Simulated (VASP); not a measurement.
Band structure of W$_{2}$C (relaxed from the CdI2 structure, space group P-3m1). Calculation: PBE GGA, VASP's PBE PAW potentials (set 64) (plane waves; VASP).

Unless said otherwise, spin-orbit coupling is left out, though it shifts the bands of the heavy elements here.

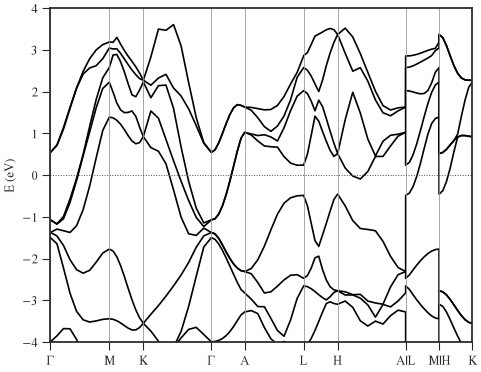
Bands along high-symmetry lines, zero at the valence-band maximum or, without a gap, the Fermi level

Read the plot: is there a gap, and where are the band edges?

It has no gap at this level: it comes out as a metal or semimetal. (Edges off the drawn lines would not show.)

The structure was generated: W2C was put into the CdI2 type (P-3m1), which need not be its known phase. It was relaxed first, which changed the volume by -11 %.
